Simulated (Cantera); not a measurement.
A closed system holds: 1 mol CF4, a varied amount of CH4, 1.5 mol H2, held at 698.15 K and 3.30e-5 bar.

Equilibrium computed with Cantera from the NASA thermochemical tables; the gas is ideal and each condensed phase is pure. Candidate condensed phases: C, C6H6, C7H8, C8H18; 95 gas species. Condensed phases not in the tables: fluorocarbon polymer. Gases not in the tables: C2F6 and larger saturated fluorocarbons. Equilibrium is a limit: real reactors are often held back by kinetics, nucleation or transport.

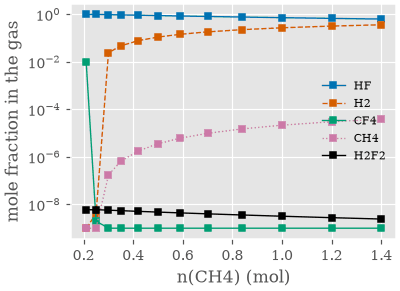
Figure: Equilibrium gas composition (values under 1e-9 drawn at 1e-9)

Problem. Read off the mole fractions at 0.5 mol CH4.

Solution. HF about 0.89, H2 about 0.11, CH4 about 3.6e-6.
